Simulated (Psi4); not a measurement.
**AlBH2OF2 (SMILES O[B](F)[AlH][F]) at MP3/6-31G(d) (spherical functions)**

Aim: the energy change on altering one bond length of AlBH2OF2 at MP3/6-31G* (spherical functions), from 2 runs. 

The results are computed with Psi4 1.11.

2 further runs of the same task are left out: 2 set aside as unsound or not needed.

## (1) Starting point

AlBH2OF2: 7 atoms, total charge 0, spin state singlet. As SMILES, `O[B](F)[AlH][F]`. The coordinates come from a PBE0-D4/def2-TZVP relaxation. This is one conformer, not always the lowest.

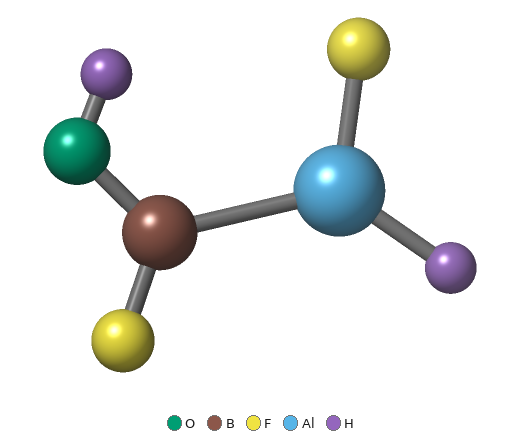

Viewed from a chosen angle; oxygen teal, boron brown, fluorine yellow, aluminium blue, hydrogen purple.

## (2) The energy at MP3/6-31G(d) (spherical functions)

The input, albf2h2o.xyz:

```xyz
7
AlBF2H2O
O      0.462300    -0.166500     1.769000
B      0.511800    -0.675600     0.519100
F      1.170800    -1.824800     0.394500
Al    -0.411500     0.301600    -1.162100
F     -1.152700     1.713100    -0.697800
H     -0.019900     0.662300     1.825000
H     -0.499600    -0.078200    -2.693300
```

The input, run.py:

```python
import numpy as np
from ase.calculators.psi4 import Psi4
from ase.io import read

a = read('albf2h2o.xyz')
calc = Psi4(atoms=a, method='mp3', basis='6-31G*', memory='2200MB', num_threads=1, charge=0, multiplicity=1, label='calc')
calc.psi4.set_options({'puream': True, 'e_convergence': 1e-09, 'd_convergence': 1e-08, 'scf_type': 'pk', 'num_frozen_docc': 9, 'mp_type': 'conv'})
a.calc = calc

print(f'energy: {a.get_potential_energy():.6f} eV')
```

Launch:

```
$ python run.py
```

calc.dat, shortened:

```text
[...]
  Running in c1 symmetry.
[...]
  Nuclear repulsion =  190.104529715395870
[...]
  Multiplicity = 1
[...]
  Nalpha       = 23
  Nbeta        = 23
[...]
    Number of basis functions: 78
[...]
   @RHF iter   1:  -541.54451162827115   -1.39083e+00   6.96574e-03 ADIIS/DIIS
[...]
   @RHF iter  12:  -541.65683386365413   -1.93268e-12   3.66001e-09 DIIS
[...]
    Orbital Energies [Eh]
    ---------------------
    Doubly Occupied:
       1A    -58.483546     2A    -26.288368     3A    -26.249697
       4A    -20.589864     5A     -7.673073     6A     -4.909766
       7A     -3.225150     8A     -3.222966     9A     -3.220688
      10A     -1.600289    11A     -1.530981    12A     -1.383300
      13A     -0.800259    14A     -0.726517    15A     -0.677504
      16A     -0.665144    17A     -0.652862    18A     -0.625542
      19A     -0.614160    20A     -0.607393    21A     -0.540953
      22A     -0.507370    23A     -0.401895
[...]
  @RHF Final Energy:  -541.65683386365413
   => Energetics <=
    Nuclear Repulsion Energy =            190.1045297153958700
    One-Electron Energy =               -1133.1281570699077292
    Two-Electron Energy =                 401.3667934908576740
    Total Energy =                       -541.6568338636541284
[...]
 Multipole Moments:
 ------------------------------------------------------------------------------------
     Multipole            Electronic (a.u.)      Nuclear  (a.u.)        Total (a.u.)
 ------------------------------------------------------------------------------------
 L = 1.  Multiply by 2.5417464519 to convert [e a0] to [Debye]
 Dipole X            :          0.3754056           -0.5732381           -0.1978325
 Dipole Y            :         -0.6964161            0.9464908            0.2500747
 Dipole Z            :         -0.2127981           -0.0166682           -0.2294664
 Magnitude           :                                                    0.3928484
[...]
	SCS-MP2 Total Energy (a.u.)        :  -542.27778703028298
	SOS-MP2 Total Energy (a.u.)        :  -542.26736568806439
[...]
	SOS-PI-MP2 Total Energy (a.u.)     :  -542.31432967455748
[...]
	MP2 Total Energy (a.u.)            :  -542.29862971472016
[...]
	SCS-MP3 Total Energy (a.u.)        :  -542.27931852049483
[...]
	MP3 Total Energy (a.u.)            :  -542.30475567556778
[...]
```

Standard output:

```text
energy: -14756.864050 eV
```

It took 8.1 s on 1 thread of Intel Xeon Platinum 8259CL at 2.50GHz (Skylake/Cascade Lake), shared host; peak memory 0.42 GiB.

## (3) The distorted shape, same level

The input, input.json:

```json
{
  "schema_name": "qcschema_input",
  "schema_version": 1,
  "molecule": {
    "schema_name": "qcschema_molecule",
    "schema_version": 2,
    "symbols": ["O", "B", "F", "Al", "F", "H", "H"],
    "geometry": [1.00680828, 0.2595331, 5.65775687, 1.10034973, -0.70252647, 3.29578819, 2.34567924, -2.87419974, 3.06032831, -0.6444344, 1.1441139, 0.11878063, -2.04509941, 3.81146232, 0.99618046, 0.09558235, 1.82573811, 5.76358153, -0.94410717, -0.14777658, -5.08959937],
    "molecular_charge": 0,
    "molecular_multiplicity": 1,
    "fix_symmetry": "c1",
    "fix_com": true,
    "fix_orientation": true
  },
  "driver": "energy",
  "model": {
    "method": "mp3",
    "basis": "6-31G*"
  },
  "keywords": {
    "puream": true,
    "e_convergence": 1e-09,
    "d_convergence": 1e-08,
    "scf_type": "pk",
    "num_frozen_docc": 9,
    "mp_type": "conv"
  }
}
```

Launch:

```
$ psi4 --qcschema input.json -n 1 --memory 2200MB
```

stdout, shortened:

```text
[...]
  Running in c1 symmetry.
[...]
  Nuclear repulsion =  187.017464082916746
[...]
  Multiplicity = 1
[...]
  Nalpha       = 23
  Nbeta        = 23
[...]
    Number of basis functions: 78
[...]
   @RHF iter   1:  -541.40989174584558   -1.41091e+00   7.03121e-03 DIIS/ADIIS
[...]
   @RHF iter  12:  -541.53014102837483   -1.02318e-12   3.99807e-09 DIIS
[...]
    Orbital Energies [Eh]
    ---------------------
    Doubly Occupied:
       1A    -58.561913     2A    -26.311015     3A    -26.280025
       4A    -20.615925     5A     -7.710686     6A     -4.978547
       7A     -3.293642     8A     -3.291629     9A     -3.289568
      10A     -1.621843    11A     -1.559461    12A     -1.408319
      13A     -0.823335    14A     -0.748899    15A     -0.702600
      16A     -0.686341    17A     -0.676356    18A     -0.649773
      19A     -0.641641    20A     -0.631448    21A     -0.564690
      22A     -0.471850    23A     -0.319992
[...]
  @RHF Final Energy:  -541.53014102837483
   => Energetics <=
    Nuclear Repulsion Energy =            187.0174640829167458
    One-Electron Energy =               -1125.4162165332870700
    Two-Electron Energy =                 396.8686114219955812
    Total Energy =                       -541.5301410283748282
[...]
 Multipole Moments:
 ------------------------------------------------------------------------------------
     Multipole            Electronic (a.u.)      Nuclear  (a.u.)        Total (a.u.)
 ------------------------------------------------------------------------------------
 L = 1.  Multiply by 2.5417464519 to convert [e a0] to [Debye]
 Dipole X            :         -7.1081275            7.0352613           -0.0728661
 Dipole Y            :        -23.1077861           23.5504379            0.4426518
 Dipole Z            :        -99.5284843          100.4677052            0.9392208
 Magnitude           :                                                    1.0408583
[...]
	SCS-MP2 Total Energy (a.u.)        :  -542.16670946809893
	SOS-MP2 Total Energy (a.u.)        :  -542.15713124393471
[...]
	SOS-PI-MP2 Total Energy (a.u.)     :  -542.20536126051627
[...]
	MP2 Total Energy (a.u.)            :  -542.18586591642736
[...]
	SCS-MP3 Total Energy (a.u.)        :  -542.16958344606985
[...]
	MP3 Total Energy (a.u.)            :  -542.19736182831093
[...]
```

The result, in JSON:

```text
{
 "driver": "energy",
 "model": {
  "method": "mp3",
  "basis": "6-31G*"
 },
 "success": true,
 "return_result": -542.1973618283109,
 "properties": {
  "calcinfo_nbasis": 78,
  "calcinfo_nmo": 78,
  "calcinfo_nalpha": 23,
  "calcinfo_nbeta": 23,
  "calcinfo_natom": 7,
  "nuclear_repulsion_energy": 187.01746408291675,
  "return_energy": -542.1973618283109,
  "scf_one_electron_energy": -1125.416216533287,
  "scf_two_electron_energy": 396.8686114219956,
  "scf_dipole_moment": [-0.07286614322257456, 0.4426518248889728, 0.9392208499447605],
  "scf_total_energy": -541.5301410283748,
  "scf_iterations": 12,
  "mp2_same_spin_correlation_energy": -0.17342472223727817,
  "mp2_opposite_spin_correlation_energy": -0.48230016581528456,
  "mp2_singles_energy": 0.0,
  "mp2_doubles_energy": -0.6557248880525628,
  "mp2_correlation_energy": -0.6557248880525322,
  "mp2_total_energy": -542.1858659164274
 }
}
```

It took 7.8 s on 1 thread of Intel Xeon Platinum 8259CL at 2.50GHz (Skylake/Cascade Lake), shared host; peak memory 0.41 GiB.

## (4) What came out

At MP3/6-31G* (spherical functions), 9 core orbitals frozen:

| quantity | value |
| --- | --- |
| first shape: total energy | -542.30476 Eh |
| first shape: HOMO energy (Hartree–Fock orbitals) | -10.94 eV |
| first shape: LUMO energy (Hartree–Fock orbitals) | 0.83 eV |
| first shape: HOMO–LUMO gap (Hartree–Fock orbitals) | 11.77 eV |
| first shape: correlation energy (9 core orbitals frozen) | -647.9 mEh |
| distorted shape: total energy | -542.19736 Eh |
| distorted shape: HOMO energy (Hartree–Fock orbitals) | -8.71 eV |
| distorted shape: LUMO energy (Hartree–Fock orbitals) | 0.25 eV |
| distorted shape: HOMO–LUMO gap (Hartree–Fock orbitals) | 8.96 eV |
| distorted shape: correlation energy (9 core orbitals frozen) | -667.2 mEh |
| energy change with the Al4–H7 bond stretched from 1.580 to 2.844 Å | 2.922 eV |

What this shows: With the Al4–H7 bond stretched from 1.580 to 2.844 Å the energy rises by 2.92 eV (282 kJ/mol). The first shape isn't relaxed at this level, so the change isn't measured from a minimum.
